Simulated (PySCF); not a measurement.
**GeS (germanium sulfide): levels of theory compared**

Wanted: a comparison of 6 runs (HF/3-21G, B2PLYP/aug-cc-pVTZ, BHLYP/aug-cc-pVTZ, M06-2X/aug-cc-pVTZ, TPSS/aug-cc-pVTZ, CCSD(T)/aug-cc-pVTZ) of GeS (germanium sulfide). Input form: a Python script.

The results are computed with PySCF 2.14.0.

3 further runs of the same task are left out: 3 set aside as unsound or not needed.

## 1. The molecule

GeS has 2 atoms, charge 0, and is taken as a singlet. SMILES: `[S+]#[Ge-]`. The S1–Ge2 distance was set to 3.018 Å, away from the relaxed value.

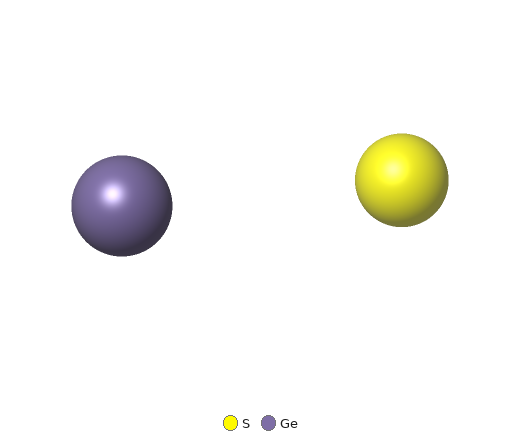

Viewed from a chosen angle; sulfur yellow, germanium purple.

## 2. A single-point energy at HF/3-21G (run 1)

run.py

```python
from pyscf import gto, scf

system = gto.M(
    atom='S 0.000000 0.000000 -1.006014; Ge 0.000000 0.000000 2.012086',
    charge=0,
    max_memory=1860,
    basis='3-21g',
    verbose=3,
)

hf = scf.RHF(system)
hf.conv_tol = 1e-10
hf.kernel()
if not hf.converged:
    hf = hf.newton().run(hf.mo_coeff, hf.mo_occ)

e_tot = hf.e_tot
print('E(%s) = %.9f' % ('HF', e_tot))
```

On the command line:

```console
$ OMP_NUM_THREADS=1 python run.py
```

The log of the run:

```text
converged SCF energy = -2460.79006647746
E(HF) = -2460.790066477
```

Run time: 0.54 s. Hardware: 1 thread of Arm Neoverse V2, shared host; peak memory 0.1 GiB.

## 3. The energy at B2PLYP/aug-cc-pVTZ (run 2)

job.py

```python
from pyscf import gto, dft, mp

mol = gto.Mole()
mol.atom = '''
S      0.000000     0.000000    -1.006014
Ge     0.000000     0.000000     2.012086
'''
mol.basis = 'aug-cc-pvtz'
mol.charge = 0
mol.verbose = 4
mol.max_memory = 1860
mol.spin = 0
mol.build()

mf = dft.RKS(mol, xc='0.53*HF + 0.47*B88, 0.73*LYP')
mf.grids.level = 5
mf.conv_tol = 1e-10
mf.kernel()
if not mf.converged:
    mf = mf.newton().run(mf.mo_coeff, mf.mo_occ)

pt = mp.MP2(mf, frozen=14).run()
energy = mf.e_tot + 0.27 * pt.e_corr
print('PT2 part  %.8f' % (0.27 * pt.e_corr))
print('E = %.10f Eh' % energy)
```

On the command line:

```console
$ OMP_NUM_THREADS=1 python job.py
```

The log of the run:

```text
PySCF version 2.14.0

[INPUT] num. atoms = 2
[INPUT] num. electrons = 48
[INPUT] charge = 0
[INPUT] spin (= nelec alpha-beta = 2S) = 0
[INPUT] symmetry False subgroup None
[INPUT] Mole.unit = angstrom
[INPUT] Symbol           X                Y                Z      unit          X                Y                Z       unit  Magmom
[INPUT]  1 S      0.000000000000   0.000000000000  -1.006014000000 AA    0.000000000000   0.000000000000  -1.901090937478 Bohr   0.0
[INPUT]  2 Ge     0.000000000000   0.000000000000   2.012086000000 AA    0.000000000000   0.000000000000   3.802291479072 Bohr   0.0

nuclear repulsion = 89.7712905440642
number of shells = 27
number of NR pGTOs = 202
number of NR cGTOs = 109
basis = aug-cc-pvtz
ecp = {}

[... 63 lines left out ...]
converged SCF energy = -2474.49743276583
[... 1 line left out ...]
******** <class 'pyscf.mp.mp2.RMP2'> ********
nocc = 10, nmo = 95
frozen orbitals 14
E(RMP2) = -2475.04075942022  E_corr = -0.543326654392047
E(SCS-RMP2) = -2475.01766554182  E_corr = -0.520232775991425
E_corr(same-spin) = -0.15202985686042
E_corr(oppo-spin) = -0.391296797531627
PT2 part  -0.14669820
E = -2474.6441309625 Eh
```

It took 13 s on 1 thread of Arm Neoverse V2, shared host; peak memory 0.54 GiB.

Runs 3 to 5 aren't shown in full; the table further down has their settings and results.

## 4. A single-point energy at CCSD(T)/aug-cc-pVTZ (run 6)

run.py

```python
from pyscf import gto, cc

mol = gto.M(
    atom='''
S      0.000000     0.000000    -1.901091
Ge     0.000000     0.000000     3.802291
''',
    basis='aug-cc-pvtz',
    unit='bohr',
    max_memory=1860,
    charge=0,
    verbose=4,
    spin=0,
)

mf = mol.RHF()
mf.conv_tol = 1e-10
mf.kernel()
if not mf.converged:
    mf = mf.newton().run(mf.mo_coeff, mf.mo_occ)

mycc = cc.CCSD(mf, frozen=14)
mycc.kernel()
e_t = mycc.ccsd_t()
etot = mycc.e_tot + e_t
print('E = %.10f Eh' % etot)
```

On the command line:

```console
$ OMP_NUM_THREADS=1 python run.py
```

The log of the run:

```text
PySCF version 2.14.0

[INPUT] num. atoms = 2
[INPUT] num. electrons = 48
[INPUT] charge = 0
[INPUT] spin (= nelec alpha-beta = 2S) = 0
[INPUT] symmetry False subgroup None
[INPUT] Mole.unit = bohr
[INPUT] Symbol           X                Y                Z      unit          X                Y                Z       unit  Magmom
[INPUT]  1 S      0.000000000000   0.000000000000  -1.006014033085 AA    0.000000000000   0.000000000000  -1.901091000000 Bohr   0.0
[INPUT]  2 Ge     0.000000000000   0.000000000000   2.012085746486 AA    0.000000000000   0.000000000000   3.802291000000 Bohr   0.0

nuclear repulsion = 89.7712971005624
number of shells = 27
number of NR pGTOs = 202
number of NR cGTOs = 109
basis = aug-cc-pvtz
ecp = {}

[... 51 lines left out ...]
converged SCF energy = -2472.81175323006
[... 12 lines left out ...]
Init t2, MP2 energy = -2473.13738776402  E_corr(MP2) -0.325634533960375
[... 20 lines left out ...]
CCSD converged
[... 2 lines left out ...]
E = -2473.2407240684 Eh
```

It took 56 s on 1 thread of Arm Neoverse V2, shared host; peak memory 0.74 GiB.

## 5. Overview of the runs

```tsv
run	level	frozen core orbitals	integration grid	energy (Eh)	dipole moment (D) of the reference	HOMO energy (eV)	LUMO energy (eV)	wall time
1	HF/3-21G	–	–	-2460.790066	6.67	-8.18	-1.21	0.54 s
2	B2PLYP/aug-cc-pVTZ	14	5	-2474.644131	6.71	-6.90	-3.29	13 s
3	BHLYP/aug-cc-pVTZ	–	5	-2475.093984	6.65	-6.98	-3.55	12 s
4	M06-2X/aug-cc-pVTZ	–	5	-2475.102934	6.60	-7.07	-3.39	24 s
5	TPSS/aug-cc-pVTZ	–	5	-2475.141068	5.11	-5.62	-4.69	29 s
6	CCSD(T)/aug-cc-pVTZ	14	–	-2473.240724	6.89	-8.46	-1.41	56 s
```

## 6. Outcome

| quantity | value |
| --- | --- |
| run 6: total energy | -2473.24072 Eh |
| run 6: dipole moment (Hartree–Fock density) | 6.89 D |
| run 6: HOMO energy (Hartree–Fock orbitals) | -8.46 eV |
| run 6: LUMO energy (Hartree–Fock orbitals) | -1.41 eV |
| run 6: HOMO–LUMO gap (Hartree–Fock orbitals) | 7.05 eV |
| run 6: correlation energy (14 core orbitals frozen) | -429.0 mEh |
| run 6: (T) correction | -55.60 mEh |
| run 6: T1 diagnostic | 0.135 |

**Reading.** Over runs 1, 2, 3, 4, 5 the dipole moment (its size) runs from 5.11 D (TPSS/aug-cc-pVTZ) to 6.71 D (B2PLYP/aug-cc-pVTZ). A double hybrid's value is that of its SCF part. Over runs 1, 2, 3, 4, 5 the HOMO–LUMO gap runs from 0.93 eV (TPSS/aug-cc-pVTZ) to 6.97 eV (HF/3-21G). The two ends differ in method and basis. Totals of different functionals can't be ranked against each other. In run 6 the T1 diagnostic is large, so a single reference may not serve. All runs together took 2.2 min, the longest 56 s.
